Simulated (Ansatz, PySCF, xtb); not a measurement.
Breaking a bond: NC (cation, charge +1), lowest triplet found (which spin is the ground state isn't settled by this scan).

- FCI = full CI/cc-pVDZ, frozen core (Ansatz, a quantum-chemistry and plane-wave program)
- GFN1-xTB (xtb)
- UKS-PBE = Ansatz with unrestricted PBE/cc-pVDZ
- UKS-B3LYP/6-31G* = unrestricted B3LYP/6-31G*, spherical d run with PySCF 2.14.0
- UMP2 = MP2 on UHF/cc-pVDZ, frozen core (Ansatz)

Energies are in kcal/mol, each relative to the lowest point of its own curve between 1.15 and 1.54 Å, where full CI is lowest.

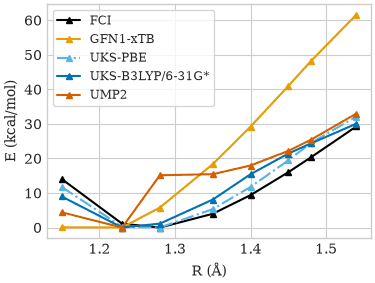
Fig. 1. Energy against bond length for each method.

```
R / Å   FCI  GFN1-xTB  UKS-PBE  UKS-B3LYP/6-31G*  UMP2
-----  ----  --------  -------  ----------------  ----
1.15   14.1       0.1     11.7               9.0   4.4
1.23    1.1       0.0      0.2               0.0   0.0
1.28    0.0       5.8      0.0               1.1  15.1
1.35    4.0      18.3      5.3               8.1  15.4
1.40    9.4      29.2     11.8              15.4  18.0
1.45   16.0      41.0     19.5              21.4  22.2
1.48   20.3      48.2     24.5              24.4  25.4
1.54   29.3      61.6     32.1              30.1  33.0
```

At the longest distance, 1.54 Å, GFN1-xTB lies highest above its minimum (61.6 kcal/mol) and FCI lowest (29.3 kcal/mol).

The scan ran from 1.06 to 5.02 Å; beyond the distances shown full CI changes its symmetry label. The unrestricted determinant behind UMP2 is spin-contaminated at 1.15 to 1.54 Å (<S²> up to 2.4, against 2.00 for a pure triplet).
